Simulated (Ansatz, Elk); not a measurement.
# Bonding as seen by X-rays: Zn2Fe

The structure of Zn2Fe used here is made up (a known structure type with other elements) and was relaxed beforehand with PBE. The aim is the Fourier transform of its all-electron density, F(hkl), set beside the sum over free spherical atoms that refinements use.

Calculated with Elk 11.2.3 (patched build); DFT, PBE, all-electron APW+lo, Dirac cores, scalar-relativistic bands, static density, ferromagnetic start.

The structure was built from a prototype and need not be the compound's stable phase.

## (1) Starting point

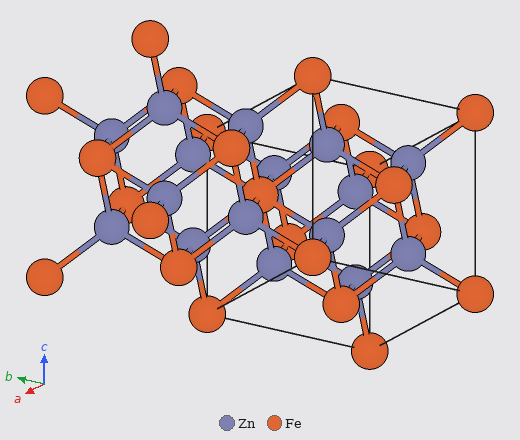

The cell as given, from a free direction (zinc blue, iron orange). 1×2×1 cells are drawn. This picture shows the conventional cell, with its axes. Some periodic images of atoms are drawn too.

## (2) Ground state and structure factors

An all-electron density is needed, since X-rays see the cores too. Task 0 finds the density and task 195 Fourier-transforms it; tshift is off so that phases refer to the origin typed.

elk.in reads:

```
tasks
  0
  195
  196

xctype
  20

spinpol
  .true.

rgkmax
  7.0

gmaxvr
  14.0

lmaxo
  7

lmaxapw
  8

swidth
  0.002

tshift
  .false.

ramdisk
  .false.

hmaxvr
  5.5

maxscl
  120

epspot
  1e-06

reducebf
  0.8

sppath
  './'

avec
  -0.00000000000 5.48650328142 5.48650328142
  5.48650328142 0.00000000000 5.48650328142
  5.48650328142 5.48650328142 0.00000000000

atoms
  2
  'Zn.in'
  2
  0.2500000000 0.2500000000 0.2500000000   0.000000 0.000000 0.000000
  0.7500000000 0.7500000000 0.7500000000   0.000000 0.000000 0.000000
  'Fe.in'
  1
  -0.0000000000 0.0000000000 0.0000000000   0.000000 0.000000 -0.120000

ngridk
  6 6 6
```

Run with:

```console
$ OMP_NUM_THREADS=4 elk
```

Numbers of over 12 decimals in the logs are rounded to 6 here.

Output:

```text
┌─────────────────────────┐
│ Elk code version 11.2.3 │
└─────────────────────────┘

All units are atomic (Hartree, Bohr, etc.)

┌─────────────────────────────────────────────────┐
│ Ground-state run starting from atomic densities │
└─────────────────────────────────────────────────┘

Lattice vectors :
  -0.000000000       5.486503281       5.486503281
   5.486503281       0.000000000       5.486503281
   5.486503281       5.486503281       0.000000000

Reciprocal lattice vectors :
 -0.5726038047      0.5726038047      0.5726038047
  0.5726038047     -0.5726038047      0.5726038047
  0.5726038047      0.5726038047     -0.5726038047

Unit cell volume      :    330.3063520
Brillouin zone volume :   0.7509701583

Muffin-tin inner radius fraction :   0.1000000000E-01

Nuclei treated as point charges

Species : 1 (Zn)
 parameters loaded from : Zn.in
 name : zinc
 nuclear charge    :   -30.00000000
 electronic charge :    30.00000000
 atomic mass :    119233.3130
 muffin-tin radius :    2.350725610
 number of radial points in muffin-tin :    993
 inner part over the whole radius :   0.9904133651E-02
 number on inner part of muffin-tin    :    701
 approximate nuclear radius :   0.7484757725E-04
 number of mesh points to nuclear radius :    338
 atomic positions (lattice), magnetic fields (Cartesian) :
  1 :   0.25000000  0.25000000  0.25000000    0.00000000  0.00000000  0.00000000
  2 :  -0.25000000 -0.25000000 -0.25000000    0.00000000  0.00000000  0.00000000

Species : 2 (Fe)
 parameters loaded from : Fe.in
 name : iron
 nuclear charge    :   -26.00000000
 electronic charge :    26.00000000
 atomic mass :    101799.2075
 muffin-tin radius :    2.350725610
 number of radial points in muffin-tin :    993
 inner part over the whole radius :   0.9957056819E-02
 number on inner part of muffin-tin    :    700
 approximate nuclear radius :   0.7160107270E-04
 number of mesh points to nuclear radius :    332
 atomic positions (lattice), magnetic fields (Cartesian) :
  1 :   0.00000000  0.00000000  0.00000000    0.00000000  0.00000000 -0.12000000

Total number of atoms per unit cell :    3
Total muffin-tin volume :    163.2359008
 ratio of muffin-tin to unit cell volume :   0.4941954638

Spin treatment :
 spin-polarised
 global magnetic field (Cartesian) :    0.000000000       0.000000000       0.000000000
 collinear magnetisation in z-direction

Number of Bravais lattice symmetries :   48
Number of crystal symmetries         :   48
Crystal has inversion symmetry
Real symmetric eigensolver will be used

k-point grid :      6     6     6
k-point offset :    0.000000000       0.000000000       0.000000000
k-point set is reduced with full crystal symmetry group
Total number of k-points :       16

Muffin-tin radius times maximum |G+k| :    7.000000000
 using average radius
Maximum |G+k| for APW functions       :    2.977803947
Maximum (1/2)|G+k|²                   :    4.433658174
Maximum |G| for potential and density :    14.00000000
Constant for pseudocharge density :    8
 order of it for each species :   15  15
 order of it for pair densities of each species (exact exchange by exxq0 0: 16) :   10  10
Radial integration step length :    1

G-vector grid sizes :     35    35    35
Number of G-vectors :    15353

Maximum angular momentum used for
 APW functions            :    8
 outer part of muffin-tin :    7
 inner part of muffin-tin :    2

Total nuclear charge    :   -86.00000000
Total core charge       :    34.00000000
Total valence charge    :    52.00000000
Total excess charge     :    0.000000000
Total electronic charge :    86.00000000

Effective Wigner radius, rₛ :   0.9715010813

Number of empty states         :     36
Total number of valence states :    126
Total number of core states    :     34

Third-order local-orbitals added for an l without core states : T
Total number of local-orbitals :     67

Exchange-correlation functional :     20     0     0
 Perdew-Burke-Ernzerhof, Phys. Rev. Lett. 77, 3865 (1996)
[...]
species : 2 (Fe)
   atom 1                    :    1.665973525
 total in muffin-tins        :    1.585820240
 total moment                :    1.481135610

RMS change in Kohn-Sham potential (target) :    2.971981683     (  0.1000000000E-05)
Absolute change in total energy (target)   :   0.3476883850     (  0.1000000000E-03)

[... loops 3 to 23 left out ...]

┌──────────────────┐
│ Loop number : 24 │
└──────────────────┘

Energies :
 Fermi                       :     0.185545
 sum of occupied eigenvalues :     -2798.5239666762
 electron kinetic            :      4948.1163864221
 core electron kinetic       :      4381.1055263669
 Coulomb                     :     -9613.8428368237
 Coulomb potential           :     -7487.7282575828
 nuclear-nuclear             :     -720.66292057076
 electron-nuclear            :     -10320.838729287
 Hartree                     :      1427.6588130344
 Madelung                    :     -5869.9787080324
 xc potential                :     -258.77943774467
 xc effective B-field        :    -0.132645
 external B-field            :      0.000000
 exchange                    :     -195.15736060965
 correlation                 :     -4.088907
 electron entropic           :    -0.86388531772157E-03
 total energy                :     -4864.9735823849
 (external B-field energy excluded from total)

Density of states at Fermi energy :    63.02780520
 (states/Hartree/unit cell)

Estimated indirect band gap :   0.4790077067E-03
 from k-point 16 to k-point 4
Estimated direct band gap   :   0.3479312729E-02
 at k-point 16

Charges :
 core                        :    34.00000000
 valence                     :    52.00000000
 interstitial                :    3.363203281
 muffin-tins (core leakage)
  species : 1 (Zn)
[...]
species : 2 (Fe)
[...]
total in muffin-tins        :    82.63679672
 total calculated charge     :    85.99963169
 total charge                :    86.00000000
 error                       :   0.3683083962E-03

Moments :
 interstitial                :   0.1650062472E-01
 muffin-tins
  species : 1 (Zn)
[...]
species : 2 (Fe)
[...]
total in muffin-tins        :    2.499134125
 total moment                :    2.515634749

RMS change in Kohn-Sham potential (target) :   0.6942972240E-06 (  0.1000000000E-05)
Absolute change in total energy (target)   :   0.3282011949E-04 (  0.1000000000E-03)

Convergence targets achieved

┌──────────────────┐
│ Loop number : 25 │
└──────────────────┘

Energies :
 Fermi                       :     0.185546
 sum of occupied eigenvalues :     -2798.5239927182
 electron kinetic            :      4948.1163571965
 core electron kinetic       :      4381.1055102009
 Coulomb                     :     -9613.8428557651
 Coulomb potential           :     -7487.7282700240
 nuclear-nuclear             :     -720.66292057076
 electron-nuclear            :     -10320.838752030
 Hartree                     :      1427.6588168353
 Madelung                    :     -5869.9787207531
 xc potential                :     -258.77942829257
 xc effective B-field        :    -0.132649
 external B-field            :      0.000000
 exchange                    :     -195.15736281814
 correlation                 :     -4.088907
 electron entropic           :    -0.86389096909520E-03
 total energy                :     -4864.9736326280
 (external B-field energy excluded from total)

Density of states at Fermi energy :    63.02860015
 (states/Hartree/unit cell)

Estimated indirect band gap :   0.4789563962E-03
 from k-point 16 to k-point 4
Estimated direct band gap   :   0.3478816127E-02
 at k-point 16

Charges :
 core                        :    34.00000000
 valence                     :    52.00000000
 interstitial                :    3.363204917
 muffin-tins (core leakage)
  species : 1 (Zn)
   atom 1                    :    28.87663763     (  0.1079656994E-03)
   atom 2                    :    28.87663763     (  0.1079656994E-03)
  species : 2 (Fe)
   atom 1                    :    24.88351982     ( -0.2246141459E-06)
 total in muffin-tins        :    82.63679508
 total calculated charge     :    85.99963169
 total charge                :    86.00000000
 error                       :   0.3683091441E-03

Moments :
 interstitial                :   0.1648597220E-01
 muffin-tins
  species : 1 (Zn)
   atom 1                    :  -0.2622598706E-01
   atom 2                    :  -0.2622598706E-01
  species : 2 (Fe)
   atom 1                    :    2.551609897
 total in muffin-tins        :    2.499157923
 total moment                :    2.515643895

┌──────────────────────────────┐
│ Self-consistent loop stopped │
└──────────────────────────────┘

Warning : core states of species 1 leak from the muffin-tin :   0.1079656994E-03

Wrote STATE.OUT
```

Wall time 43 s (4 threads of AMD EPYC 9R14 (Zen 4), shared host); peak memory 0.43 GiB.

SFACRHO.OUT:

```text

h k l indices transformed by vhmat matrix:
   1.000000000       0.000000000       0.000000000    
   0.000000000       1.000000000       0.000000000    
   0.000000000       0.000000000       1.000000000    

      h      k      l  multipl.   |H|            Re(F)            Im(F)           |F|

      0      0      0      1   0.0000000       85.999999     -0.20934620E-16   85.999999    
     -1      0      0      8  0.99177888       22.011289     -0.15122923E-17   22.011289    
     -1      0     -1      6   1.1452076      -29.267522     -0.21563852E-16   29.267522    
      1      0     -1     12   1.6195681       63.485945      0.39244899E-16   63.485945    
     -2     -1     -2     24   1.8991120       17.065202      0.76542284E-17   17.065202    
      0      2      0      8   1.9835578      -24.424959     -0.61539180E-19   24.424959    
     -2      0     -2      6   2.2904152       53.455660      0.53821232E-17   53.455660    
      0     -2      1     24   2.4959221       14.533122      0.36440175E-18   14.533122    
     -2      1     -1     24   2.5607621      -21.421775     -0.30055159E-17   21.421775    
     -3     -2     -3     24   2.8051743       46.703941     -0.31998310E-18   46.703941    
     -3      0      0      8   2.9753366       12.708605      0.53598219E-17   12.708605    
      1     -2     -2     24   2.9753366       12.604949     -0.71274956E-17   12.604949    
     -4     -2     -2     12   3.2391363       41.576911      0.76611990E-18   41.576911    
      1      2     -2     48   3.3875698       11.327529     -0.12334781E-16   11.327529    
     -3     -3     -4     24   3.4356228      -17.052122     -0.41576828E-17   17.052122    
      3      0      3      6   3.4356228      -17.172113     -0.19327114E-17   17.172113    
     -1     -3     -4     24   3.6214644       37.556195     -0.11498638E-16   37.556195    
      0     -4     -1     24   3.7548142       10.355161     -0.11526290E-16   10.355161
```

Elk indexes on the primitive cell of elk.in and gives |H| = 4π sin θ/λ in inverse bohr. Below, one row stands for each form hkl of the conventional cell (m members, Friedel mates merged), F is for one primitive cell and the density is static (no thermal factor). Free-atom factors are Waasmaier and Kirfel's, and R is Σm||F|−|F'||/Σm|F|.

| hkl | m | sin θ/λ (Å⁻¹) | abs F, DFT | neutral atoms | diff. |
| --- | --- | --- | --- | --- | --- |
| 111 | 8 | 0.149 | 22.011 | 21.855 | +0.156 |
| 200 | 6 | 0.172 | 29.267 | 29.566 | -0.298 |
| 220 | 12 | 0.244 | 63.486 | 64.005 | -0.519 |
| 311 | 24 | 0.286 | 17.065 | 17.200 | -0.134 |
| 222 | 8 | 0.298 | 24.425 | 24.781 | -0.356 |
| 400 | 6 | 0.344 | 53.456 | 53.813 | -0.357 |
| 331 | 24 | 0.375 | 14.533 | 14.508 | +0.025 |
| 420 | 24 | 0.385 | 21.422 | 21.524 | -0.103 |
| 422 | 24 | 0.422 | 46.704 | 46.773 | -0.069 |
| 333 | 8 | 0.447 | 12.709 | 12.662 | +0.047 |
| 511 | 24 | 0.447 | 12.605 | 12.662 | -0.057 |
| 440 | 12 | 0.487 | 41.577 | 41.573 | +0.004 |
| 531 | 48 | 0.509 | 11.328 | 11.319 | +0.009 |
| 442 | 24 | 0.517 | 17.052 | 17.099 | -0.047 |
| 600 | 6 | 0.517 | 17.172 | 17.099 | +0.073 |
| 620 | 24 | 0.545 | 37.556 | 37.582 | -0.026 |
| 533 | 24 | 0.565 | 10.355 | 10.309 | +0.046 |
| 622 | 24 | 0.571 | 15.541 | 15.519 | +0.022 |
| 444 | 8 | 0.597 | 34.536 | 34.439 | +0.096 |
| 711 | 24 | 0.615 | 9.490 | 9.534 | -0.045 |
| 551 | 24 | 0.615 | 9.577 | 9.534 | +0.043 |
| 640 | 24 | 0.621 | 14.218 | 14.210 | +0.008 |

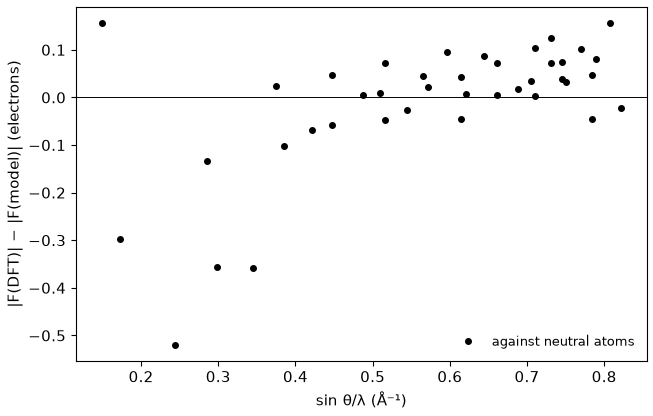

Difference between the calculated structure factors and the independent-atom ones.

## (3) The magnetisation density

The same run holds the spin density, and task 196 transforms it. The order is that of the start, and no other was tried.

SFACMAG_1.OUT:

```text

h k l indices transformed by vhmat matrix:
   1.000000000       0.000000000       0.000000000    
   0.000000000       1.000000000       0.000000000    
   0.000000000       0.000000000       1.000000000    

      h      k      l  multipl.   |H|            Re(F)            Im(F)           |F|

      0      0      0      1   0.0000000       2.5156440      0.12510150E-17   2.5156440    
     -1      0      0      8  0.99177888       2.1056801     -0.73957447E-17   2.1056801    
     -1      0     -1      6   1.1452076       1.9568727      0.30016348E-17   1.9568727    
      1      0     -1     12   1.6195681       1.4986489      0.39501308E-17   1.4986489    
     -2     -1     -2     24   1.8991120       1.2215319      0.31743836E-17   1.2215319    
      0      2      0      8   1.9835578       1.0433058     -0.26116886E-18   1.0433058    
     -2      0     -2      6   2.2904152       1.0229087     -0.97720847E-18   1.0229087    
      0     -2      1     24   2.4959221      0.74721715     -0.20418134E-17  0.74721715    
     -2      1     -1     24   2.5607621      0.72830281     -0.15153372E-17  0.72830281    
     -3     -2     -3     24   2.8051743      0.61377566      0.12986823E-17  0.61377566    
     -3      0      0      8   2.9753366      0.46975000      0.85660679E-17  0.46975000    
      1     -2     -2     24   2.9753366      0.59045316      0.40787948E-17  0.59045316    
     -4     -2     -2     12   3.2391363      0.41021397     -0.26999240E-17  0.41021397    
      1      2     -2     48   3.3875698      0.36062282     -0.11519961E-18  0.36062282    
     -3     -3     -4     24   3.4356228      0.28358928     -0.69319784E-18  0.28358928    
      3      0      3      6   3.4356228      0.43971909      0.96829520E-18  0.43971909
```

The total moment is 2.52 μB a cell; sphere moments: Zn1 -0.03, Zn2 -0.03, Fe3 +2.55 μB. Polarised neutrons measure spin and orbital magnetisation together; without spin-orbit coupling the run gives the spin part. With nearly all of the moment on one atom, abs F_M/F_M(0) is close to a form factor, set here beside ⟨j0⟩ of the free Fe2+ ion, taken for comparison since the valence isn't defined:

| hkl | sin θ/λ (Å⁻¹) | abs F_M (μB) | F_M/F_M(0) | ⟨j0⟩ |
| --- | --- | --- | --- | --- |
| 111 | 0.149 | 2.106 | 0.837 | 0.804 |
| 200 | 0.172 | 1.957 | 0.778 | 0.750 |
| 220 | 0.244 | 1.499 | 0.596 | 0.578 |
| 311 | 0.286 | 1.222 | 0.486 | 0.482 |
| 222 | 0.298 | 1.043 | 0.415 | 0.454 |
| 400 | 0.344 | 1.023 | 0.407 | 0.363 |
| 331 | 0.375 | 0.747 | 0.297 | 0.309 |
| 420 | 0.385 | 0.728 | 0.290 | 0.293 |
| 422 | 0.422 | 0.614 | 0.244 | 0.238 |
| 333 | 0.447 | 0.470 | 0.187 | 0.205 |
| 511 | 0.447 | 0.591 | 0.235 | 0.205 |
| 440 | 0.487 | 0.410 | 0.163 | 0.161 |
| 531 | 0.509 | 0.361 | 0.143 | 0.139 |
| 442 | 0.517 | 0.284 | 0.113 | 0.132 |

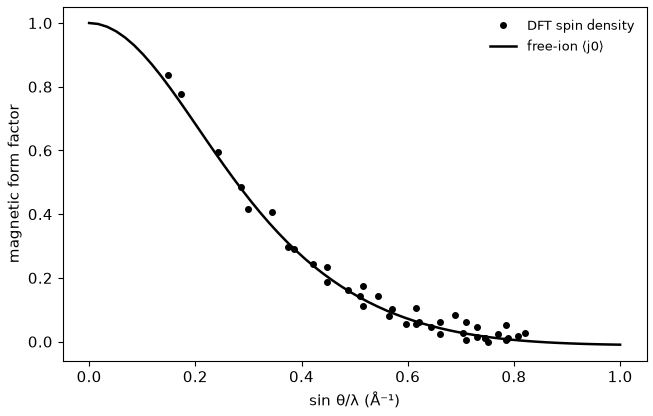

Magnetic form factor from the spin density.

## (4) The highest occupied states alone

An energy window below the Fermi level keeps the highest occupied states, to see at which angles they scatter; shallow core shells can lie inside it and anion s states outside. No new self-consistency is needed.

elk.in: that of step 2 with these lines changed.

```diff
@@ -1,5 +1,3 @@
 tasks
-  0
   195
-  196
 
@@ -44,2 +42,5 @@
 
+wsfac
+  -0.365690 0.485550
+
 sppath
```

Run with:

```console
$ OMP_NUM_THREADS=4 elk
```

Output:

```text
┌─────────────────────────────────┐
│ Elk code version 11.2.3 started │
└─────────────────────────────────┘

Info(readinput): the functional depends on the density's gradient
 muffin-tin radial points multiplied by    2.00000
 (not where nrmtscf is given)

┌────────────────────┐
│ Current task : 195 │
└────────────────────┘
Info(checkmt): changed muffin-tin radius of species 1 (Zn) from   2.4000 to   2.3507
Info(checkmt): changed muffin-tin radius of species 2 (Fe) from   2.4000 to   2.3507

Info(sfacrho): density structure factors written to SFACRHO.OUT

 Energy window :  -0.3656900000      0.4855500000

┌──────────────────┐
│ Elk code stopped │
└──────────────────┘
```

Run time: 2.9 s. Hardware: 4 threads; peak memory 0.19 GiB.

States within 15 eV below the Fermi level hold 32.00 electrons; any levels below the window count with the cores. Their amplitudes can exceed the total, where window and core parts have opposite phase:

| hkl | sin θ/λ (Å⁻¹) | abs F, window | abs F, all |
| --- | --- | --- | --- |
| 111 | 0.149 | 5.144 | 22.011 |
| 200 | 0.172 | 11.883 | 29.267 |
| 220 | 0.244 | 16.156 | 63.486 |
| 311 | 0.286 | 2.589 | 17.065 |
| 222 | 0.298 | 8.258 | 24.425 |
| 400 | 0.344 | 11.198 | 53.456 |
| 331 | 0.375 | 1.785 | 14.533 |
| 420 | 0.385 | 6.385 | 21.422 |
| 422 | 0.422 | 8.382 | 46.704 |
| 333 | 0.447 | 1.244 | 12.709 |

(Continued in part 2 of 2.)

[Logs are printed without paths, hosts, clocks, repeated set-up lines and the standing remarks that a program may print on its own settings, such as how far it seeks lower states.]

[Hosts, paths, dates, database ids (printed as entryN), source tags and the programs' standing remarks are cut or masked in the printed files.]
